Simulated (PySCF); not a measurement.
# C$_{2}$H$_{8}$ClSi$_{2}$ (doublet): what the fields show

```xyz
13

Si    1.5548    1.0305    0.3785
C     0.9305   -0.5237   -0.5185
C    -0.4617   -0.9292   -0.0760
Si   -1.7175    0.5171   -0.0926
Cl   -0.3900   -1.5413    1.6155
H     1.6396    0.8986    1.8268
H     2.8159    1.4963   -0.1974
H     0.8944   -0.3395   -1.5954
H     1.6282   -1.3540   -0.3668
H    -0.8125   -1.7853   -0.6574
H    -1.5287    1.3463    1.0918
H    -1.5025    1.2715   -1.3284
H    -3.0549   -0.0866   -0.0978
```

Geometry: GFN2-xTB.

Level of theory: UKS B3LYP, pcH-1 on C Cl H Si, non-relativistic, mean-field spin-orbit, GIAO (PySCF).

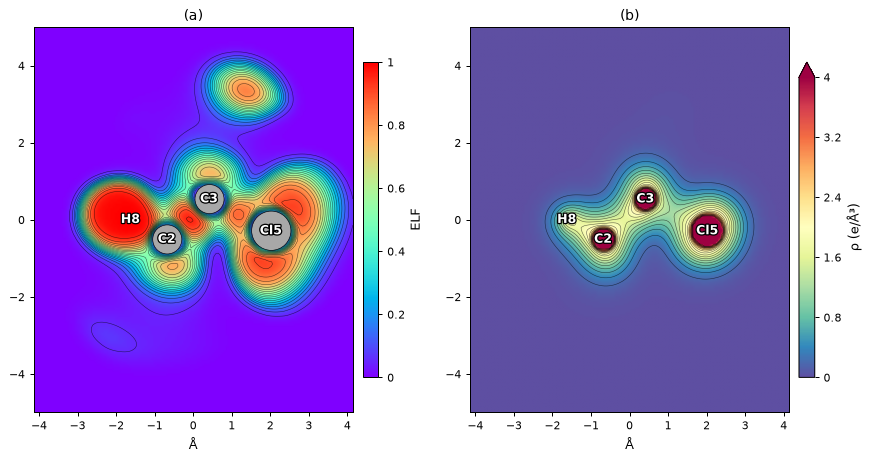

Figure 1. (a) ELF; (b) electron density on the plane of atoms C2, C3 and Cl5. Grey discs cover the atomic cores in the ELF map.

### Read the bonding off the picture.

- The section cuts through C, Cl and H sites.
- C–C (1.52 Å): ρ at the midpoint is about 1.7 e/Å³; the ELF peaks at about 0.95 between the atoms, as expected for localised, covalent bonding.
- C–Cl (1.80 Å): ρ is about 1.3 e/Å³ halfway; the ELF peaks at about 0.85 between the atoms: a covalent bond.
- C–H (1.09 Å): ρ at the midpoint is about 1.9 e/Å³; the ELF climbs to about 1 towards the hydrogen, as it does in any bond to H (a covalent bond by its length).
- The ELF also peaks beside Cl5, away from the bonds: non-bonding electrons, paired or unpaired.

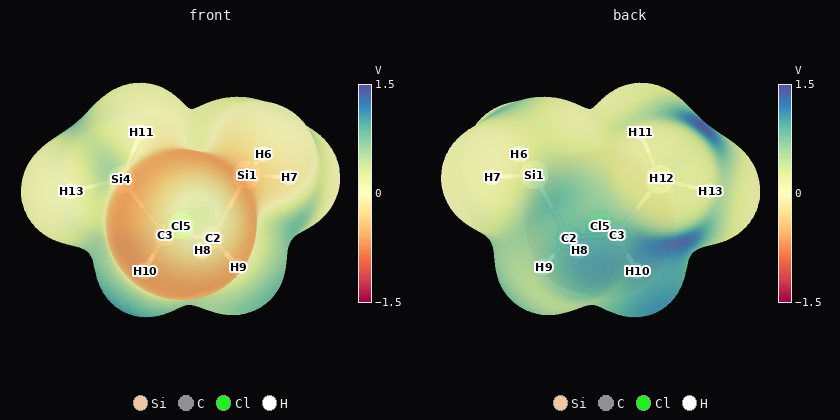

Figure 2. The electrostatic potential painted on the density surface at 0.002 e/bohr³, seen from the front and from behind; the colour scale runs from red (negative) to blue (positive).

### Which sites attract a positive test charge, and which a negative one?

A positive charge is drawn to the negative regions and a negative charge to the positive ones. The most negative region (about −0.7 V, or −16 kcal/mol for a unit charge) lies over Cl5, the most positive (about +1.3 V, or +30 kcal/mol for a unit charge) over Si4.
